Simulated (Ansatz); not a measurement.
```yaml
atoms:
  - { symbol: C, position_ang: [-0.8138, -2.3484, 1.4738] }
  - { symbol: B, position_ang: [0.6764, -2.0863, 1.1866] }
  - { symbol: Si, position_ang: [-1.5959, -0.6631, 0.9495] }
  - { symbol: Si, position_ang: [-3.9201, -0.7907, 1.2940] }
  - { symbol: H, position_ang: [1.1401, -2.2993, 0.0798] }
  - { symbol: H, position_ang: [1.3891, -1.5759, 2.0333] }
  - { symbol: H, position_ang: [-1.0962, -2.4720, 2.5392] }
  - { symbol: H, position_ang: [-1.3138, -3.1035, 0.8336] }
  - { symbol: H, position_ang: [-1.3129, -0.3776, -0.5014] }
  - { symbol: H, position_ang: [-1.0225, 0.4632, 1.7676] }
  - { symbol: H, position_ang: [-4.2002, -1.0702, 2.7473] }
  - { symbol: H, position_ang: [-4.6002, 0.4943, 0.9034] }
  - { symbol: H, position_ang: [-4.4911, -1.9159, 0.4717] }
```

Geometry: PBE-D3(BJ)/def2-SVP.

The calculation used isolated molecule in a Gaussian basis; Kohn-Sham density functional theory, functional PBE0 in Ansatz 0.2.0.

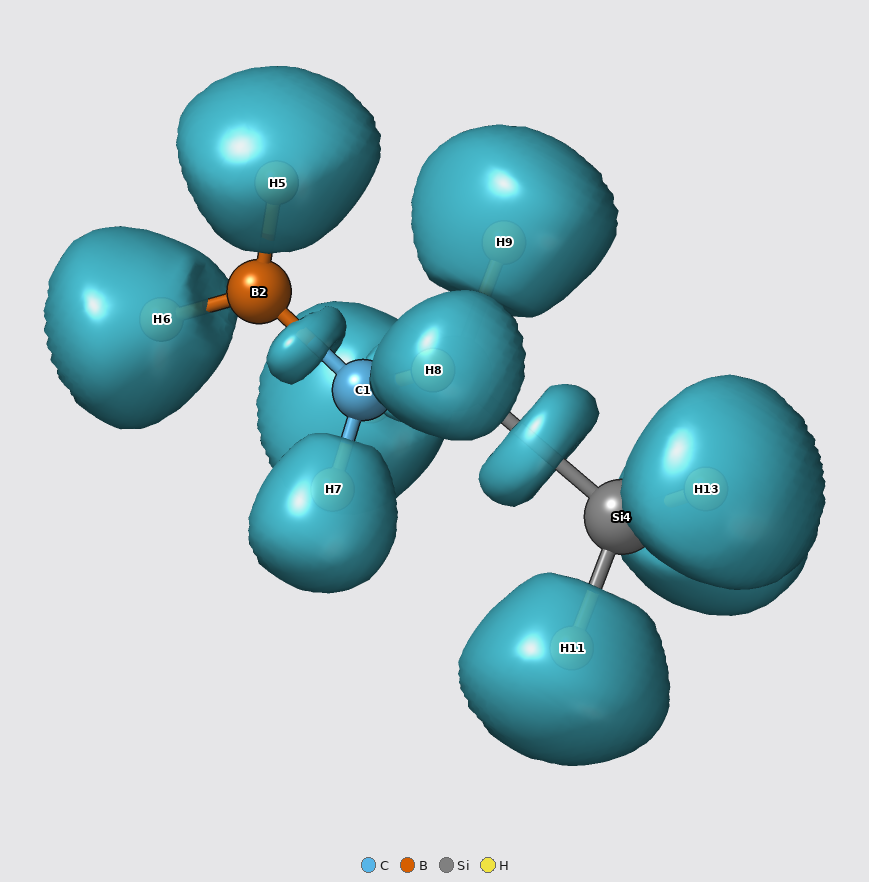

CH9BSi2 (SMILES BC[SiH2][SiH3]). Isosurface of the electron localisation function at 0.85 (cyan), seen at an oblique angle. Core shells and regions of very low density are left out.

> Describe the localisation domains.

At this value the surface marks out one region between bonded B–C atoms (shared pairs), one region between bonded C–Si atoms (shared pairs), one region between bonded Si–Si atoms (shared pairs) and nine regions around hydrogen nuclei.

Values along the shortest contacts:
C–B (1.54 Å): the ELF peaks at about 1 between the atoms; a shared electron pair. C–Si (1.93 Å): the ELF peaks at about 0.95 between the atoms; a shared electron pair.
